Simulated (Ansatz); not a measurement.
```sh
ansatz run in.yaml --threads 2 --pin off --events-out ev --progress --plain --max-ram 32768MiB --backend cuda --devices 0, --max-vram 18GiB
```

```yaml
crystal:
  periodic: [false, false, false]
  atoms:
    - {symbol: C, position_ang: [-0.795571, 0.528437, -0.645627]}
    - {symbol: C, position_ang: [-0.153587, -0.745637, -0.096394]}
    - {symbol: Si, position_ang: [1.313798, -0.405261, 1.031265]}
    - {symbol: H, position_ang: [-1.643597, 0.295430, -1.296349]}
    - {symbol: H, position_ang: [-0.082265, 1.114683, -1.229984]}
    - {symbol: H, position_ang: [-1.163455, 1.168885, 0.159630]}
    - {symbol: H, position_ang: [0.186425, -1.386662, -0.915935]}
    - {symbol: H, position_ang: [-0.887505, -1.332508, 0.464953]}
    - {symbol: H, position_ang: [0.908777, 0.394105, 2.224362]}
    - {symbol: H, position_ang: [2.399981, 0.317229, 0.306881]}
basis:
  gaussian: {orbitals: "def2-QZVPP.json"}
magnetization: {spin_polarized: true, initial_magnetization: 1}
correlation: {method: ccsd_t}
scf: {omitted_lower_state_checks: [cluster_reference]}
```

Work out the structure from the coordinates.

Formula C₂H₇Si. SMILES: `CC[SiH2]`. It has no ring. Among its groups: Si–H bond. The point group is Cs. It is an open-shell species. Coordination: 2 C tetrahedral; 1 Si trigonal pyramidal.

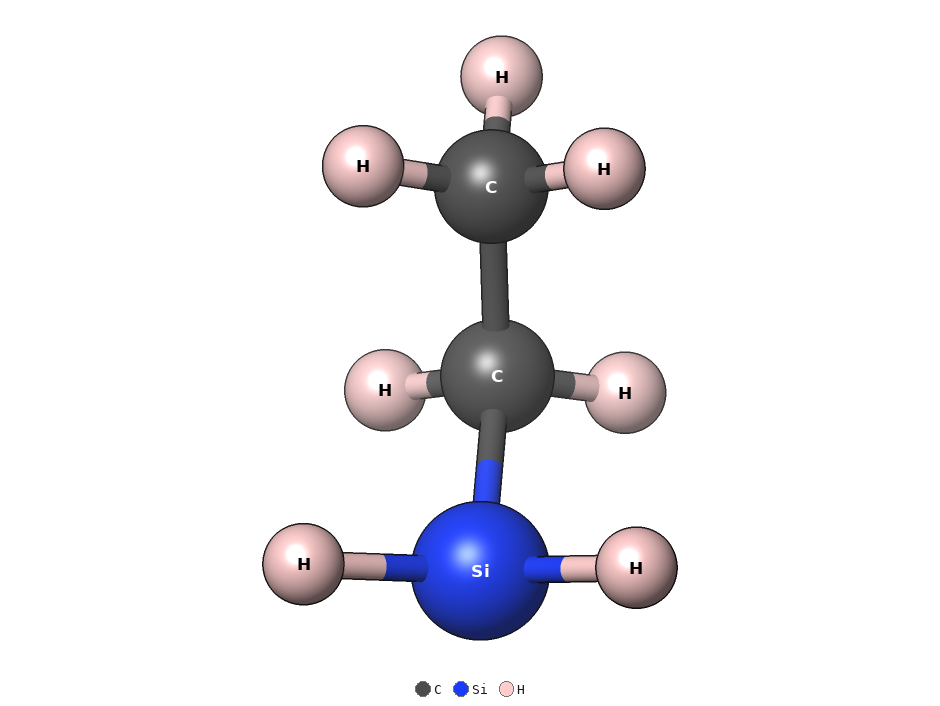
